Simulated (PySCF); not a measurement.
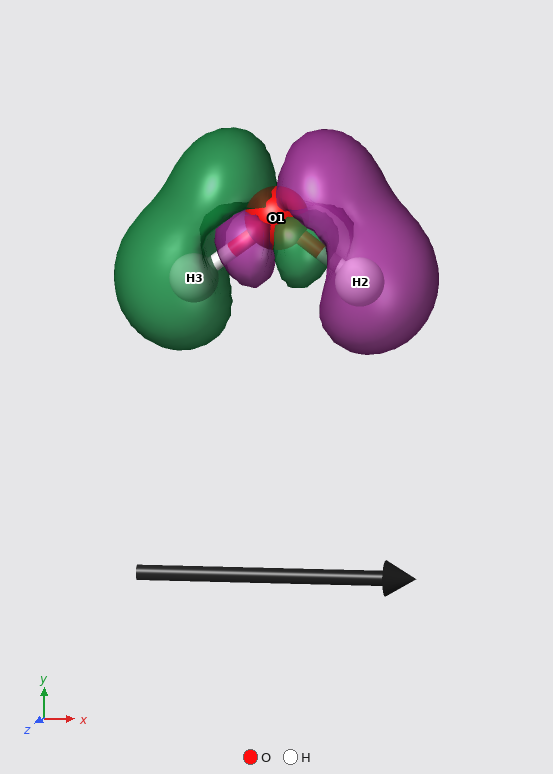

Figure 1: H$_{2}$O, SMILES `O`. Change of the electron density in a uniform field of 0.26 V/Å along +x (arrow), surfaces at ±0.002 e/Å³ (green: gain, purple: loss).

Computed with PySCF, B3LYP/aug-cc-pVDZ, geometry: GFN2-xTB. No frequency check shows the geometry to be a minimum.

Coordinates in Å:

```
O1       0.0000    0.1138    0.0000
H2       0.7722   -0.4552    0.0000
H3      -0.7722   -0.4552    0.0000
```

The field was applied in both directions; the picture shows the one opposite to the script's first.

Q: How large is the response?

A: The induced dipole is 0.13 D (along the field); α along this axis, from the fields in both directions, is 10 bohr³ (1.5 Å³).
